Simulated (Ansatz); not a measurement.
The reference is BAs in the zinc blende structure (space group F-43m, No. 216; a = 4.784 Å).

Now apply this change: a hydrostatic pressure of 0.7 GPa.

The values are results of r2SCAN (Ansatz, a first-principles code; PAW; 500 eV plane waves; without spin-orbit coupling), not measurements.

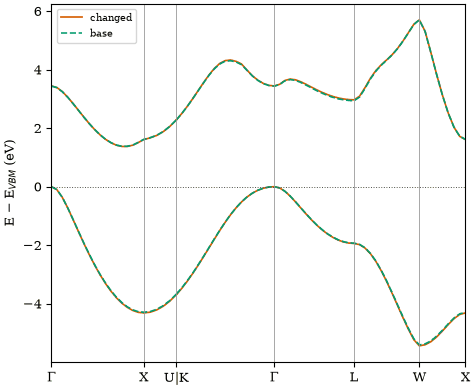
Figure. Highest valence and lowest conduction band along the path, each from its own valence-band maximum

The gap is 1.37 eV, indirect, Γ → Γ–X (76 % along); the base has 1.38 eV.

Load acts through the strain it causes; cell and atoms are relaxed under it. Stability against distortions was not tested.
